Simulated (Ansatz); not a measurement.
# SnH₂ (triplet): one geometry, many settings at angle H2–Sn1–H3 = 104.0°

What do other methods and options give for SnH₂ (triplet) at this geometry, and how long do they take?

Computed with Ansatz 0.2.0, Gaussian basis. Level: the settings change from run to run.

14 further runs of the same task are left out: 13 that didn't finish, 1 set aside as unsound or not needed.

### 1 The system

The geometry derives from a PBE0/def2-TZVP stationary point (not a proven minimum). One angle is set to the value named; bond lengths are kept. No spin-orbit coupling is included. Elements past krypton take def2 core potentials.

3 atoms, charge 0, spin multiplicity 3.

Atoms are counted from 1 here; the program's logs count them from 0.

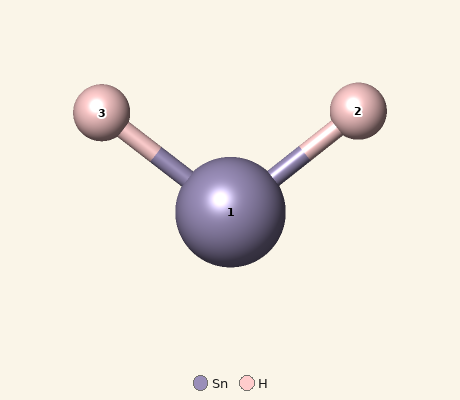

The geometry (tin purple, hydrogen pink); atoms are numbered from 1 in the order of the file.

As a file:

| atom | x (Å) | y (Å) | z (Å) |
| --- | --- | --- | --- |
| Sn1 | 0.00000 | -0.01763 | 0.00000 |
| H2 | 0.00000 | 1.03825 | -1.35146 |
| H3 | 0.00000 | 1.03825 | 1.35146 |

### 2 BCCD(T) on UHF/def2-SVP

Input file in.yaml:

```yaml
crystal:
  periodic: [false, false, false]
  atoms:
    - {symbol: Sn, position_ang: [0.000000, -0.017631, 0.000000]}
    - {symbol: H, position_ang: [0.000000, 1.038247, -1.351463]}
    - {symbol: H, position_ang: [0.000000, 1.038247, 1.351463]}
basis:
  gaussian: {orbitals: def2-SVP}
magnetization: {spin_polarized: true, initial_magnetization: 2}
correlation: {method: bccd_t, electrons: outside_noble_gas}
```

The run is started by

```
$ ansatz run in.yaml --threads 1 --pin off --events-out ev --progress --plain --max-ram 2393MiB
```

Log (excerpt; [...] marks lines left out):

```text
Functional definition: HF
  name "HF"
  cite "Fock, Z. Phys. 61, 126 (1930) doi:10.1007/BF01340294"
  parent pbe
[...]
444 factors; integrals over basis functions are off by at most 5.0e-4 eV
[...]
mean field -5835.29328947 eV, -214.4430730842 hartree, gradient 1.1e-6 eV, S^2 2.004888; 1 other end points of the search recorded, 0 dependent functions left out
determinant -5835.29328947 eV, -214.4430730842 hartree, with singles and doubles -5837.53890651 eV, -214.5255979882 hartree
determinant -5831.82616119 eV, -214.3156584700 hartree, with singles and doubles -5834.27192867 eV, -214.4055387670 hartree
9 core orbitals not correlated: weight in the atoms' cores, before any rotation towards them, 0.998 or more for the frozen orbitals, at most 0.001 for the correlated occupied ones
reference -5835.29328947 eV, -214.4430730842 hartree; 4, 2 occupied and 23, 25 virtual orbitals, 444 factors
second order -1.70043410 eV of doubles, -0.00000000 eV of singles
cycle   1  -2.24413852 eV  change    1.5e-3 eV  update   2.8e-3
[...]
cycle   7  -2.24383466 eV  change   -9.0e-7 eV  update   3.1e-6
perturbative correction -0.04694443 eV, -0.0017251759 hartree
Total energy: -5837.58406856 eV, -214.5272576630 hartree
```

It took 0.78 s on 1 thread of Arm Neoverse V2, shared host.

From the report: ⟨S²⟩ of the determinant 2.005 (pure triplet: 2.00); correlation -2.2908 eV; largest double amplitude 0.05.

### 3 CASSCF(4,6)/def2-SVP

Changes to in.yaml since step 2:

```diff
@@ -8,3 +8,4 @@
   gaussian: {orbitals: def2-SVP}
-magnetization: {spin_polarized: true, initial_magnetization: 2}
-correlation: {method: bccd_t, electrons: outside_noble_gas}
+magnetization: {spin_polarized: false, initial_magnetization: 2}
+correlation: {active_space: {window: {electrons: 4, orbitals: 6}, states: [{multiplicity: 3, weights: [1, 0.5, 1]}, {multiplicity: 5, weights: [1]}], root: 2}}
+accuracy: high
```

The command is unchanged.

Log:

```text
Functional definition: HF
  name "HF"
  cite "Fock, Z. Phys. 61, 126 (1930) doi:10.1007/BF01340294"
  parent pbe
  exchange = exact_x
  correlation = 0
827 factors; integrals over basis functions are off by at most 3.0e-9 eV
mean field evaluation 1: about -5834.6496 eV, gradient 6.8e0 eV
mean field evaluation 2: about -5834.6809 eV, gradient 6.8e0 eV
mean field evaluation 4: about -5835.2224 eV, gradient 9.5e-1 eV
mean field evaluation 8: about -5835.2325 eV, gradient 2.1e-1 eV
mean field evaluation 16: about -5835.2334 eV, gradient 2.1e-8 eV
mean field -5835.23336873 eV, -214.4408710375 hartree, gradient 2.1e-8 eV, S^2 2.000000; 0 other end points of the search recorded, 0 dependent functions left out
reference -5835.23336873 eV, -214.4408710375 hartree; 13, 11 occupied and 23, 25 virtual orbitals, 827 factors
state -5835.60796997 eV, -214.4546373793 hartree
state -5831.78868755 eV, -214.3142813392 hartree
state -5831.57819696 eV, -214.3065459527 hartree
state -5828.43116242 eV, -214.1908945664 hartree
Total energy: -5831.57819696 eV, -214.3065459527 hartree
```

Wall time 2.5 s (1 thread of Arm Neoverse V2, shared host).

From the report: 225 determinants; active occupations (of the averaged states) 1.54, 1.13, 0.72, 0.57, 0.03, 0.00.

### 4 MRCISD+Q(4,5)/def2-SVP

Input file in.yaml:

```yaml
crystal:
  periodic: [false, false, false]
  atoms:
    - {symbol: Sn, position_ang: [0.000000, -0.017631, 0.000000]}
    - {symbol: H, position_ang: [0.000000, 1.038247, -1.351463]}
    - {symbol: H, position_ang: [0.000000, 1.038247, 1.351463]}
basis:
  gaussian: {orbitals: def2-SVP}
magnetization: {spin_polarized: false, initial_magnetization: 2}
correlation: {method: fic_mrcisd_q, electrons: outside_noble_gas, active_space: {window: {electrons: 4, orbitals: 5}, states: [{multiplicity: 3, weights: [1, 1, 1]}, {multiplicity: 5, weights: [1]}], root: 0}}
```

Same command.

Log (excerpt; [...] marks lines left out):

```text
Functional definition: HF
  name "HF"
  cite "Fock, Z. Phys. 61, 126 (1930) doi:10.1007/BF01340294"
  parent pbe
[...]
770 factors; integrals over basis functions are off by at most 1.4e-7 eV
[...]
mean field -5835.23336870 eV, -214.4408710364 hartree, gradient 5.9e-7 eV, S^2 2.000000; 0 other end points of the search recorded, 0 dependent functions left out
reference -5835.23336870 eV, -214.4408710364 hartree; 13, 11 occupied and 23, 25 virtual orbitals, 770 factors
state -5835.43982550 eV, -214.4484581838 hartree
state -5831.79743260 eV, -214.3146027138 hartree
state -5831.45593252 eV, -214.3020528173 hartree
contracted CI cycle   1: correlation 0.00000000 eV, 0.0000000000 hartree, residual 9.92e0 eV
contracted CI cycle   2: correlation -1.94824511 eV, -0.0715966871 hartree, residual 2.01e0 eV
[...]
contracted CI cycle   3: correlation -1.99721745 eV, -0.0733963877 hartree, residual 8.78e-1 eV
contracted CI cycle   4: correlation -2.02672223 eV, -0.0744806681 hartree, residual 4.30e-1 eV
contracted CI cycle   5: correlation -2.03272313 eV, -0.0747011973 hartree, residual 1.79e-1 eV
contracted CI cycle   6: correlation -2.03372614 eV, -0.0747380572 hartree, residual 7.77e-2 eV
contracted CI cycle   7: correlation -2.03388711 eV, -0.0747439728 hartree, residual 2.53e-2 eV
contracted CI cycle   8: correlation -2.03390230 eV, -0.0747445308 hartree, residual 7.66e-3 eV
contracted CI cycle   9: correlation -2.03390386 eV, -0.0747445882 hartree, residual 2.59e-3 eV
contracted CI cycle  10: correlation -2.03390406 eV, -0.0747445957 hartree, residual 1.03e-3 eV
contracted CI cycle  11: correlation -2.03390410 eV, -0.0747445970 hartree, residual 4.87e-4 eV
state -5828.38934737 eV, -214.1893578917 hartree; corrected -5830.60726610 eV, -214.2708649018 hartree
Total energy: -5837.58960560 eV, -214.5274611455 hartree
```

Run time: 2.3 s. Hardware: 1 thread of Arm Neoverse V2, shared host.

From the report: 48 determinants; active occupations (of the averaged states) 1.48, 1.23, 0.76, 0.51, 0.03.

### 5 CCSD(T) on ROHF/def2-SVP

Input file in.yaml:

```yaml
crystal:
  periodic: [false, false, false]
  atoms:
    - {symbol: Sn, position_ang: [0.000000, -0.017631, 0.000000]}
    - {symbol: H, position_ang: [0.000000, 1.038247, -1.351463]}
    - {symbol: H, position_ang: [0.000000, 1.038247, 1.351463]}
basis:
  gaussian: {orbitals: def2-SVP}
magnetization: {spin_polarized: false, initial_magnetization: 2}
correlation: {method: ccsd_t, electrons: outside_noble_gas}
scf: {lower_state_search: off}
output: {forces: true}
```

Launched as before.

Log (excerpt; [...] marks lines left out):

```text
Functional definition: HF
  name "HF"
  cite "Fock, Z. Phys. 61, 126 (1930) doi:10.1007/BF01340294"
  parent pbe
[...]
444 factors; integrals over basis functions are off by at most 5.0e-4 eV
[...]
mean field -5835.23331179 eV, -214.4408689453 hartree, gradient 4.6e-7 eV, S^2 2.000000; 0 other end points of the search recorded, 0 dependent functions left out
9 core orbitals not correlated: weight in the atoms' cores, before any rotation towards them, 0.999 or more for the frozen orbitals, at most 0.001 for the correlated occupied ones
reference -5835.23331179 eV, -214.4408689453 hartree; 4, 2 occupied and 23, 25 virtual orbitals, 444 factors
second order -1.71330316 eV of doubles, -0.02485869 eV of singles
cycle   1  -2.11260678 eV  change   -3.7e-1 eV  update   5.3e-2
[...]
cycle  11  -2.28501294 eV  change   -4.0e-7 eV  update   8.2e-7
perturbative correction -0.04550610 eV, -0.0016723182 hartree
[...]
Total energy: -5837.56383083 eV, -214.5265139400 hartree
Atom 0 at     0.000000    -0.017631     0.000000 Å, force    -0.000000     0.292556     0.000000 eV/Å
Atom 1 at     0.000000     1.038247    -1.351463 Å, force     0.000000    -0.146278    -0.463555 eV/Å
Atom 2 at     0.000000     1.038247     1.351463 Å, force    -0.000000    -0.146278     0.463555 eV/Å
Dipole moment:     0.000000    -0.146066     0.000000 e Å
Checks for a lower state left out: starts, cluster_reference, orbital_swaps, neighbouring_geometries, increment
```

Run time: 1 s. Hardware: 1 thread of Arm Neoverse V2, shared host.

From the report: correlation -2.3305 eV; T1 0.019; largest double amplitude 0.05.

### 6 CASCI(2,5)/def2-mTZVP

Input file in.yaml:

```yaml
crystal:
  periodic: [false, false, false]
  atoms:
    - {symbol: Sn, position_ang: [0.000000, -0.017631, 0.000000]}
    - {symbol: H, position_ang: [0.000000, 1.038247, -1.351463]}
    - {symbol: H, position_ang: [0.000000, 1.038247, 1.351463]}
basis:
  gaussian: {orbitals: def2-mTZVP}
magnetization: {spin_polarized: false, initial_magnetization: 2}
correlation: {active_space: {window: {electrons: 2, orbitals: 5}, fixed_orbitals: true, states: [{multiplicity: 3, weights: [1, 1, 1, 0.5]}]}}
accuracy: high
output: {forces: true}
```

Same command.

Log (excerpt; [...] marks lines left out):

```text
Functional definition: HF
  name "HF"
  cite "Fock, Z. Phys. 61, 126 (1930) doi:10.1007/BF01340294"
  parent pbe
[...]
872 factors; integrals over basis functions are off by at most 3.0e-9 eV
[...]
mean field -5835.25544159 eV, -214.4416822002 hartree, gradient 1.5e-8 eV, S^2 2.000000; 0 other end points of the search recorded, 0 dependent functions left out
reference -5835.25544159 eV, -214.4416822002 hartree; 13, 11 occupied and 29, 31 virtual orbitals, 872 factors
state -5835.25582229 eV, -214.4416961907 hartree
state -5830.23164174 eV, -214.2570609610 hartree
state -5829.59993472 eV, -214.2338461561 hartree
state -5827.91268362 eV, -214.1718408220 hartree
[...]
Total energy: -5831.15535445 eV, -214.2910067768 hartree
Atom 0 at     0.000000    -0.017631     0.000000 Å, force     0.000000    -0.173855    -0.000000 eV/Å
Atom 1 at     0.000000     1.038247    -1.351463 Å, force    -0.000000     0.086927    -0.920642 eV/Å
Atom 2 at     0.000000     1.038247     1.351463 Å, force     0.000000     0.086927     0.920642 eV/Å
Dipole moment:    -0.000000     0.063333    -0.000000 e Å
```

Wall time 1.4 s (1 thread of Arm Neoverse V2, shared host).

From the report: 8 determinants; active occupations (of the averaged states) 1.00, 0.29, 0.29, 0.29, 0.14.

### 7 BCCD(T)/def2-SVP

Input file in.yaml:

```yaml
crystal:
  periodic: [false, false, false]
  atoms:
    - {symbol: Sn, position_ang: [0.000000, -0.017631, 0.000000]}
    - {symbol: H, position_ang: [0.000000, 1.038247, -1.351463]}
    - {symbol: H, position_ang: [0.000000, 1.038247, 1.351463]}
basis:
  gaussian: {orbitals: def2-SVP}
magnetization: {spin_polarized: false, initial_magnetization: 2}
hamiltonian: {xc: {name: r2SCAN}}
correlation: {method: bccd_t, electrons: outside_noble_gas}
output: {forces: true}
```

The command is unchanged.

Log (excerpt; [...] marks lines left out):

```text
Functional definition: r2SCAN
  name "r2SCAN"
  cite "Furness, Kaplan, Ning, Perdew & Sun, J. Phys. Chem. Lett. 11, 8208 (2020) doi:10.1021/acs.jpclett.0c02405"
  cite "Furness, Kaplan, Ning, Perdew & Sun, J. Phys. Chem. Lett. 11, 9248 (2020) doi:10.1021/acs.jpclett.0c03077"
  parent r2scan
[...]
444 factors; integrals over basis functions are off by at most 5.0e-4 eV
[...]
mean field -5863.56621580 eV, -215.4820839629 hartree, gradient 1.2e-7 eV, S^2 2.000000; 0 other end points of the search recorded, 0 dependent functions left out
9 core orbitals not correlated: weight in the atoms' cores, before any rotation towards them, 0.998 or more for the frozen orbitals, at most 0.001 for the correlated occupied ones
reference -5834.85434845 eV, -214.4269422994 hartree; 4, 2 occupied and 23, 25 virtual orbitals, 444 factors
second order -1.84490954 eV of doubles, -0.20837424 eV of singles
cycle   1  -2.41052841 eV  change   -3.6e-1 eV  update   4.8e-2
[...]
cycle  10  -2.54417214 eV  change   -1.3e-6 eV  update   2.3e-6
perturbative correction -0.04703666 eV, -0.0017285655 hartree
[...]
Total energy: -5837.44555726 eV, -214.5221674665 hartree
Atom 0 at     0.000000    -0.017631     0.000000 Å, force    -0.000000     0.289443     0.000000 eV/Å
Atom 1 at     0.000000     1.038247    -1.351463 Å, force    -0.000000    -0.144722    -0.466689 eV/Å
Atom 2 at     0.000000     1.038247     1.351463 Å, force    -0.000000    -0.144722     0.466689 eV/Å
Dipole moment:     0.000000    -0.146936    -0.000000 e Å
```

It took 4 s on 1 thread of Arm Neoverse V2, shared host.

From the report: correlation -2.5912 eV; largest double amplitude 0.05.

### 8 All runs side by side

Where basis and cores are those of an earlier FCI/def2-SVP run (-5837.5789 eV), and the state is the same kind, the miss against it is given.

| level | correlated | functions | energy (eV) | from FCI (meV) | time |
| --- | --- | --- | --- | --- | --- |
| BCCD(T) on UHF/def2-SVP | outside noble gas | 36 | -5837.5841 | -5.2 | 0.78 s |
| CASSCF(4,6)/def2-SVP (excited root 2 of an average) |  | 36 | -5831.5782 |  | 2.5 s |
| MRCISD+Q(4,5)/def2-SVP (lowest root of an average) | outside noble gas | 36 | -5837.5896 |  | 2.3 s |
| CCSD(T) on ROHF/def2-SVP | outside noble gas | 36 | -5837.5638 | 15.1 | 1 s |
| CASCI(2,5)/def2-mTZVP (mean of several states) |  | 42 | -5831.1554 |  | 1.4 s |
| BCCD(T)/def2-SVP (on r2SCAN orbitals) | outside noble gas | 36 | -5837.4456 | 133.4 | 4 s |

### 9 What came out

| quantity | value |
| --- | --- |
| runs | 6 |
| quickest | BCCD(T) on UHF/def2-SVP, 0.78 s |
| slowest | BCCD(T)/def2-SVP (on r2SCAN orbitals), 4 s |

**Reading.** Total energies in different bases, with other cores or another treatment of relativity can't be set against each other. BCCD(T)/def2-SVP (on r2SCAN orbitals) took 5 times as long as BCCD(T) on UHF/def2-SVP; the jobs differ in more than the method. Among the correlated runs with a miss given, it spans -5 to +133 meV. Cores frozen from Kohn-Sham orbitals shift the total energy.
